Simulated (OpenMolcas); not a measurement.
# C5H10S (thiane) at HF/ANO-RCC-VDZP (DKH2, Cholesky decomposition)

Aim: the vertical electron affinity of C5H10S (thiane) at HF/ANO-RCC-VDZP (DKH2, Cholesky decomposition), from 2 runs. 

Program for the calculation: OpenMolcas 26.06.

### 1 The system as given

The species is C5H10S (16 atoms), meant as a singlet with charge 0. SMILES: `C1CCSCC1`. Geometry: relaxed at GFN2-xTB. This is one conformer, not always the lowest.

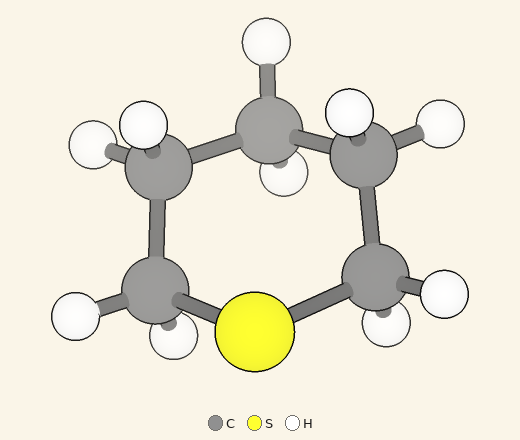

Viewed from a chosen angle; carbon grey, sulfur yellow, hydrogen white.

### 2 A single-point energy at HF/ANO-RCC-VDZP (DKH2, Cholesky decomposition)

The input, mol.xyz:

```xyz
16

C     -0.408570    -0.034710     1.126680
C      1.072180    -0.283510     0.845300
C      1.288750    -0.913890    -0.520340
S      0.760790     0.208520    -1.852740
C     -0.961490     0.402620    -1.296290
C     -1.021650     0.940890     0.123530
H     -0.520440     0.368520     2.135090
H     -0.949470    -0.984250     1.084740
H      1.616900     0.662190     0.891970
H      1.482260    -0.948810     1.609750
H      2.343440    -1.113800    -0.702900
H      0.724200    -1.842540    -0.623260
H     -1.448370    -0.571330    -1.372750
H     -1.424250     1.090810    -2.002020
H     -2.066440     1.126400     0.386460
H     -0.487830     1.892900     0.166780
```

The input, job.input:

```
* C5H10S Hartree-Fock
>>> EXPORT MOLCAS_PRINT=2

&GATEWAY
  COORD=mol.xyz
  BASIS=ANO-RCC-VDZP
  GROUP=NoSym

&SEWARD
  MEDIUM

&SCF
  PRORBITALS=1 1
```

The run is started by

```
$ export MOLCAS_MEM=1860
$ pymolcas job.input > job.log
```

Log:

```text
--- Start Module: gateway ---
[...]
--- Stop Module: gateway /rc=_RC_ALL_IS_WELL_ ---
--- Start Module: seward ---
[...]
      Basis functions          138
--- Stop Module: seward /rc=_RC_ALL_IS_WELL_ ---
[...]
--- Start Module: scf ---
[...]
       Convergence after  11 Iterations
[...]
::    Total SCF energy                               -593.9327359151
[...]
      Total spin, S                                     0.0000000000
[...]
      Total electronic charge=   56.000000
      Total            charge=   -0.000000
[...]
      Dipole Moment (debye):
      Origin of the operator (angstrom)=    0.2275    0.0753   -0.5321
                   X= -9.1446E-01               Y= -5.5676E-01               Z=  1.7077E+00           Total=  2.0156E+00
      Quadrupole Moment (debye*angstrom):
[...]
--- Stop Module: scf /rc=_RC_ALL_IS_WELL_ ---
[...]
```

It took 1.9 min on 1 thread of Arm Neoverse N1, shared host; peak memory 0.13 GiB.

### 3 The doublet anion, same level

mol.xyz is that of step 2.

The input, job.input:

```
&gateway
 coord=mol.xyz
 basis=ANO-RCC-VDZP
 group=NoSym

&seward
 medium

&scf
 uhf
 charge=-1
 spin=2
 prorbitals=1 1
```

The run is started by

```
$ export MOLCAS_MEM=1860
$ pymolcas job.input > job.log
```

Log:

```text
--- Start Module: gateway ---
[...]
--- Stop Module: gateway /rc=_RC_ALL_IS_WELL_ ---
--- Start Module: seward ---
[...]
      Basis functions          138
--- Stop Module: seward /rc=_RC_ALL_IS_WELL_ ---
[...]
--- Start Module: scf ---
[...]
       Convergence after  22 Iterations
[...]
::    Total SCF energy                               -593.8475048182
[...]
      Total spin, S                                     0.5005604265
[...]
      Total electronic charge=   57.000000
      Total            charge=   -1.000000
[...]
      Dipole Moment (debye):
      Origin of the operator (angstrom)=    0.2275    0.0753   -0.5321
                   X=  2.3107E+00               Y=  1.3482E+00               Z= -4.4014E+00           Total=  5.1507E+00
      Center of Charge (angstrom)
[...]
--- Stop Module: scf /rc=_RC_ALL_IS_WELL_ ---
[...]
```

Run time: 3.6 min. Hardware: 1 thread of Arm Neoverse N1, shared host; peak memory 0.13 GiB.

### 4 Results

At HF/ANO-RCC-VDZP (DKH2, Cholesky decomposition):

| quantity | value |
| --- | --- |
| singlet C5H10S: total energy | -593.93274 Eh |
| singlet C5H10S: dipole moment | 2.02 D |
| singlet C5H10S: HOMO energy | -8.92 eV |
| singlet C5H10S: LUMO energy | 2.39 eV |
| singlet C5H10S: HOMO–LUMO gap | 11.31 eV |
| doublet anion: total energy | -593.84750 Eh |
| doublet anion: HOMO energy (highest over α and β) | 2.23 eV |
| doublet anion: LUMO energy (lowest over α and β) | 5.48 eV |
| doublet anion: ⟨S²⟩ | 0.751 |
| vertical electron affinity (to the doublet anion) | -2.319 eV |

What this shows: The anion lies 2.32 eV (53 kcal/mol) above the neutral: the electron isn't bound at this level, and such a value depends on the basis. Without diffuse functions anions come out too high. Hartree–Fock misses the correlation that binds many anions. The HOMO (doublet anion) lies at positive energy, 2.23 eV: the electron is unbound at this level or held by a compact basis; values depend on the basis.
